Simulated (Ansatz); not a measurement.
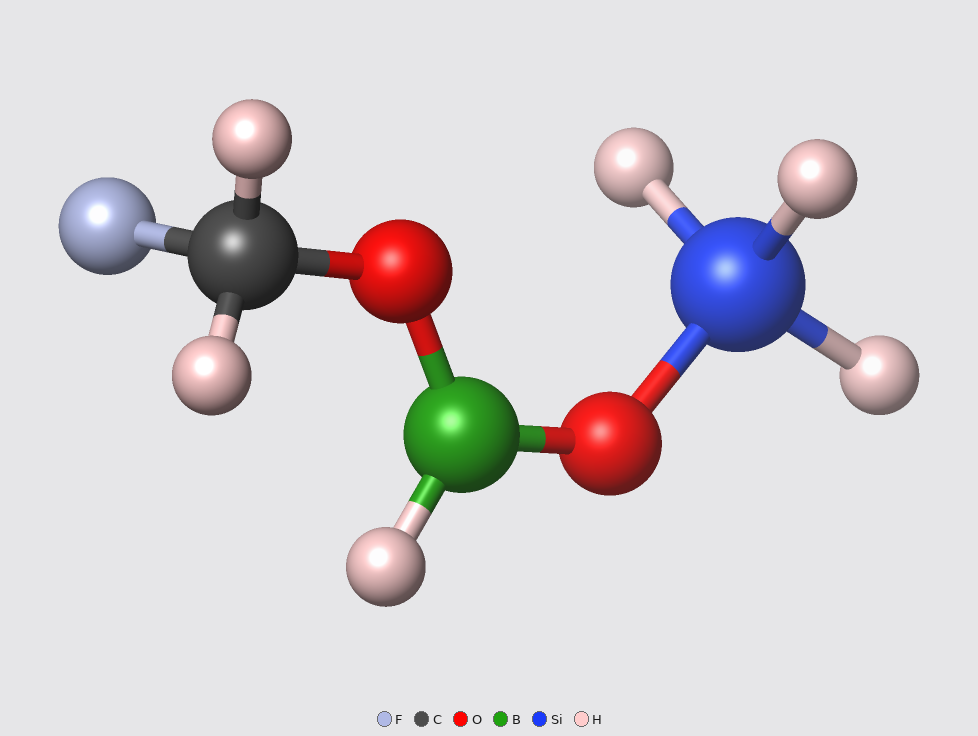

Computed geometry: PBE0-D4/def2-TZVP optimisation. No frequency run is at hand to confirm it as a minimum.

Question: Which formula does it have?

Answer: CH₆BFO₂Si, 12 atoms: 1 carbon, 6 hydrogen, 1 boron, 1 fluorine, 2 oxygen and 1 silicon.

Question: Write the SMILES.

Answer: FCOBO[SiH3]

Question: Name some functional groups or characteristic bonds that it holds.

Answer: Among them: C–F bond, Si–H bond, Si–O bond, B–H bond.

Question: How many bonds of each kind are drawn?

Answer: 3 Si–H, 2 B–O, 2 C–H, 1 C–F, 1 C–O, 1 O–Si, 1 B–H.

More results for the same structure follow; atom numbers are the same in all pictures, views and colours differ.

Shape

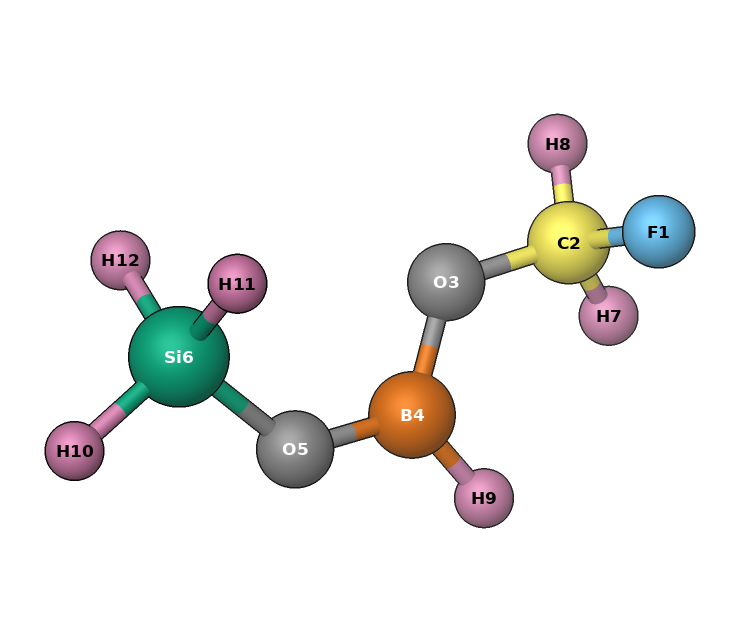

The atoms are numbered. No frequency run is at hand to confirm it as a minimum.

Which atoms are bonded, and how long are the bonds?

```
   bond  length (Å)   order
  F1–C2       1.368  single
  C2–O3       1.381  single
  C2–H7       1.095  single
  C2–H8       1.092  single
  O3–B4       1.370  single
  B4–O5       1.346  single
  B4–H9       1.198  single
 O5–Si6       1.660  single
Si6–H10       1.481  single
Si6–H11       1.483  single
Si6–H12       1.484  single
```

Levels of theory compared

No frequency run is at hand to confirm it as a minimum. Program: Ansatz 0.2.0.

At this fixed geometry, give HOMO–LUMO gap (eV) at these levels: B3LYP-D4/def2-TZVPP; PBE-D4/def2-TZVPP; PBE0-D4/def2-TZVPP; r2SCAN-D4/def2-TZVPP; ωB97M-V/def2-TZVPP; ωB97X-V/def2-TZVPP.

| level | HOMO–LUMO gap (eV) |
| --- | --- |
| B3LYP-D4/def2-TZVPP | 8.84 |
| PBE-D4/def2-TZVPP | 6.77 |
| PBE0-D4/def2-TZVPP | 9.31 |
| r2SCAN-D4/def2-TZVPP | 7.53 |
| ωB97M-V/def2-TZVPP | 13.35 |
| ωB97X-V/def2-TZVPP | 13.84 |

Charges

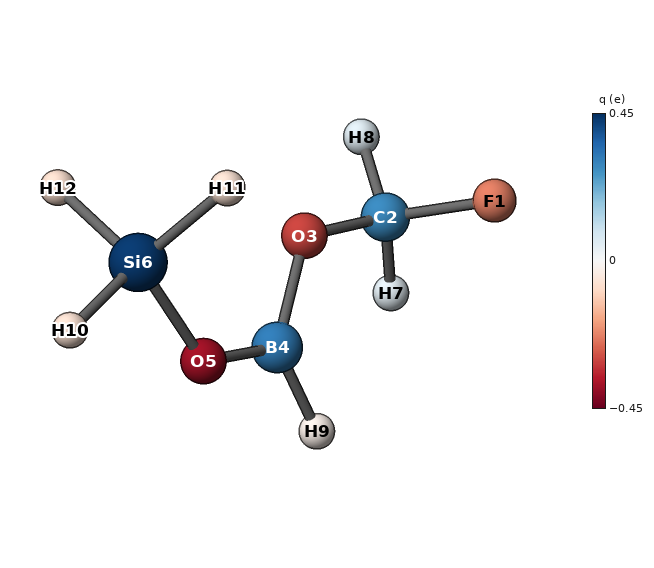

Atoms are coloured by their Mulliken charges. No frequency run is at hand to confirm it as a minimum. Level of theory: RKS r2SCAN-D4/def2-TZVPP (Ansatz 0.2.0).

List the Mulliken charges.

```
atom  value (e)
  F1      −0.23
  C2       0.29
  O3      −0.30
  B4       0.31
  O5      −0.37
 Si6       0.43
  H7       0.05
  H8       0.05
  H9      −0.03
 H10      −0.07
 H11      −0.07
 H12      −0.07
```

Dipole moment

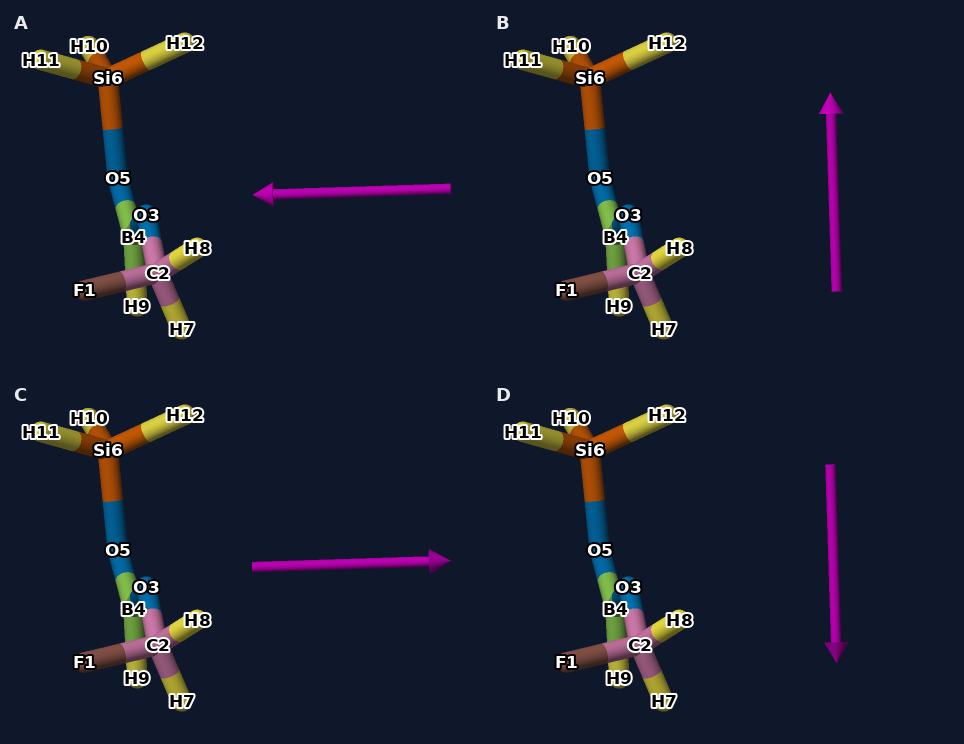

The same molecule four times, each with an arrow. No frequency run is at hand to confirm it as a minimum. Level of theory: RKS ωB97M-V/def2-TZVPP (Ansatz 0.2.0).

Question: Which arrow points along the dipole moment, from the negative to the positive end?

Answer: C. The dipole moment is 1.49 D; it points from the side of H11 to the side of H8 (the outermost atoms at the two ends).

Mulliken values depend strongly on the basis set and can even reverse the polarity of a bond.
